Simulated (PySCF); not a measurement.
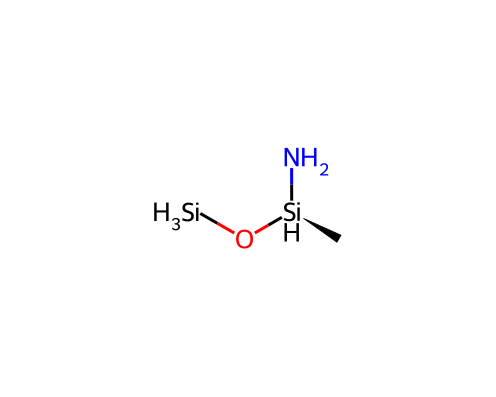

The drawing above gives the connectivity. The computed structure is the end point of a PBE0-D3(BJ)/def2-SVP optimisation. No frequency run is at hand to confirm it as a minimum.

Describe the 3D structure.

Formula CH₉NOSi₂. SMILES: `C[Si@H](N)O[SiH3]`. It has no ring. Among its groups: Si–H bond, Si–O bond, Si–N bond. The point group is C1. Coordination, clear cases only: 1 C tetrahedral; 2 Si tetrahedral; 1 O bent.

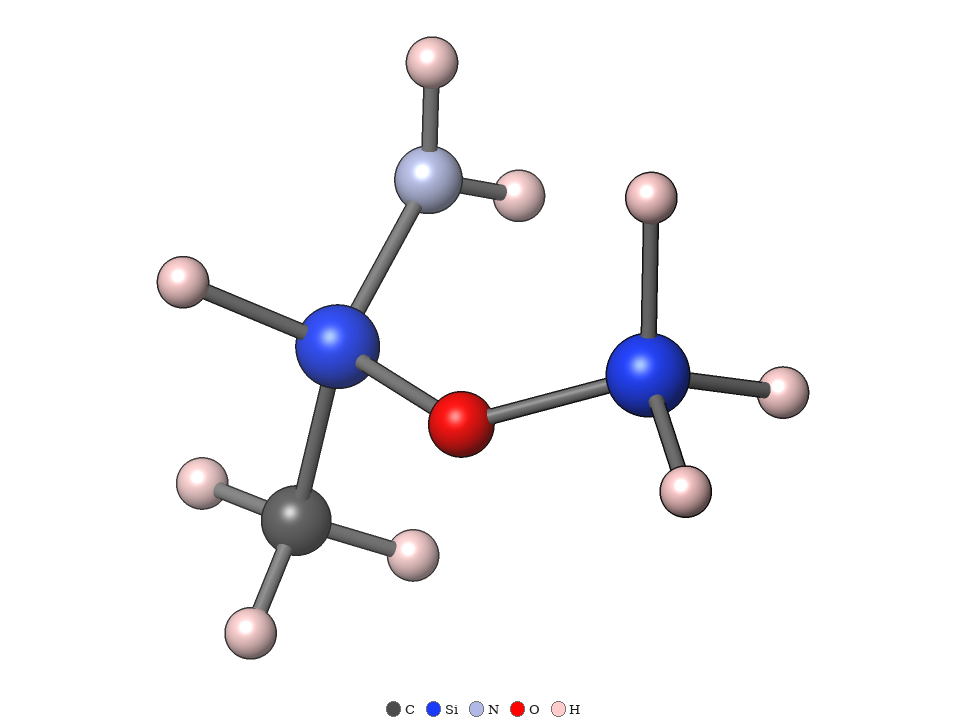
